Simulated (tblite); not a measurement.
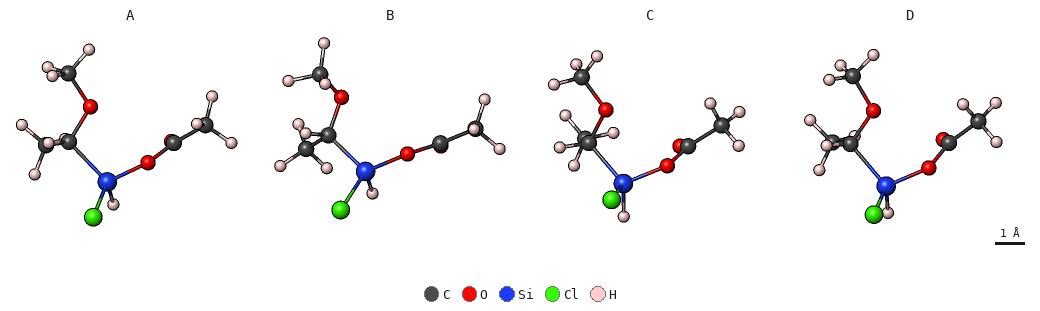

4 geometries from one relaxation of C5H11ClO3Si, in shuffled order. A ball-and-stick model, seen at a tilt.

All numbers below come from GFN2-xTB geometry optimisation, gas phase (tblite). 

Q: Order the frames from highest to lowest energy.

A: B, A, D, C. They are steps 0, 85, 151, 250, at +34.4 kcal/mol, +1.96 kcal/mol, +1.04 kcal/mol relative to the last. Over 250 geometry steps the energy falls by 34.4 kcal/mol. The atom that moves furthest after the best rigid fit is an H atom (1.53 Å). Largest moves by element: H 1.53 Å, O 1.11 Å, Cl 0.99 Å, C 0.75 Å, Si 0.55 Å. Some distances before and after: Cl–Si 2.098 → 1.995 Å, C–Si 1.827 → 1.920 Å, C–O 1.278 → 1.198 Å, O–Si 1.720 → 1.647 Å. Bond angles that change, for instance: O–C–Si 116.3° → 101.6°, O–C–C 122.3° → 111.7°, C–O–C 105.0° → 115.3°. Groups turn about C–C by about 65°, C–Si by about 55°, C–O by about 40°.
